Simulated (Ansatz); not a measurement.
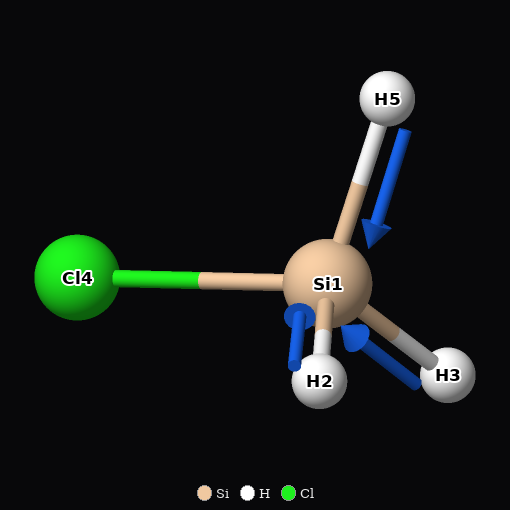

The arrows show one normal mode. Harmonic vibrations computed with RKS PBE0-D4/def2-TZVP (Ansatz 0.2.0) at a stationary point of the same level.

What kind of motion is it?

Mostly in-phase stretching of 3 Si–H bonds.

At what wavenumber does it lie?

2250 cm⁻¹; it is mode 7 of 9 counted from the lowest.
